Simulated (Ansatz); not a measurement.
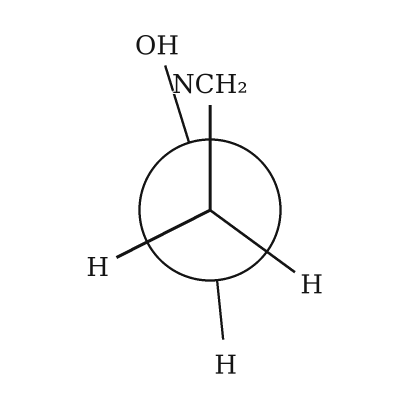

A Newman projection along the C–Ga bond, carbon in front; angles are drawn as computed, but eclipsed bonds slightly apart. The computed structure is the end point of a PBE0-D4/def2-TZVP optimisation. No frequency run is at hand to confirm it as a minimum.

### Which molecule is it?

C2H6GaNO, C=N[CH2][GaH][OH]

### What is the torsion angle from the front NCH2 to the back OH? The sign is positive where the front bond must turn clockwise to cover the back bond.

−6°, synperiplanar (eclipsed).
